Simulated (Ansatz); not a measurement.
```xyz
11

C    -1.6385    0.5788    0.5005
C     0.9471   -1.9065   -2.5009
B    -0.4507    0.1053   -0.2676
Si    1.0527   -0.5264   -1.2694
H    -2.5007   -0.0425    0.1691
H    -1.5317    0.4315    1.5915
H    -1.8963    1.6327    0.2857
H     2.3249    0.1732   -0.9893
H     1.6364   -2.7141   -2.1999
H    -0.0717   -2.3105   -2.5828
H     1.2732   -1.5368   -3.4883
```

Geometry: B3LYP-D3(BJ)/def2-SVP.

Computed with isolated molecule in a Gaussian basis; Kohn-Sham density functional theory, functional PBE0 in Ansatz 0.2.0.

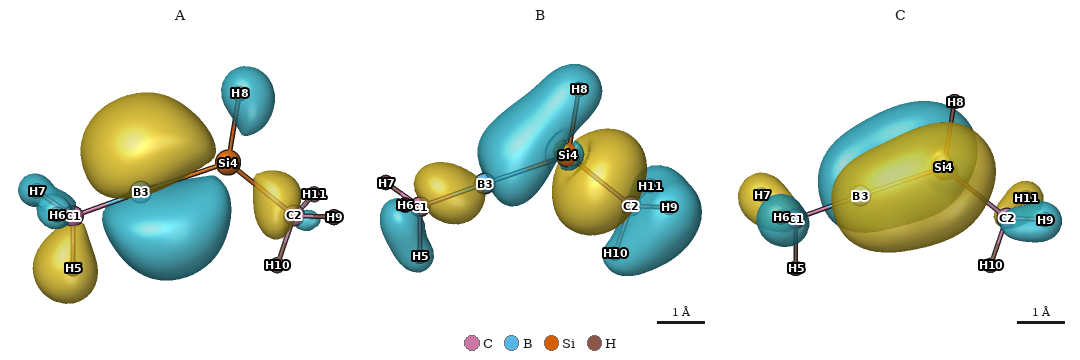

C2H7BSi (SMILES C[B][SiH+]C) (charge +1, doublet). Three frontier orbitals at ±0.1 Å⁻³ᐟ² (yellow and cyan are the two phases), in no order.

Q: Which picture is the HOMO−1, the HOMO and the LUMO? All are α orbitals.

A: B is the HOMO−1 (α) (−14.94 eV). By Hirshfeld shares it lies mainly on C2 (about 35 %), Si4 (about 30 %) and B3 (about 10 %). C is the HOMO (α) (−11.63 eV). It lies mainly on Si4 (about 45 %) and B3 (about 35 %); π-bonding across Si4–B3. A is the LUMO (α) (−7.81 eV). Its weight (Hirshfeld) is mainly on B3 (about 55 %), Si4 (about 20 %) and C1 (about 10 %).

Q: What is the gap between the highest occupied and lowest empty α orbitals?

A: 3.82 eV between the orbital energies.
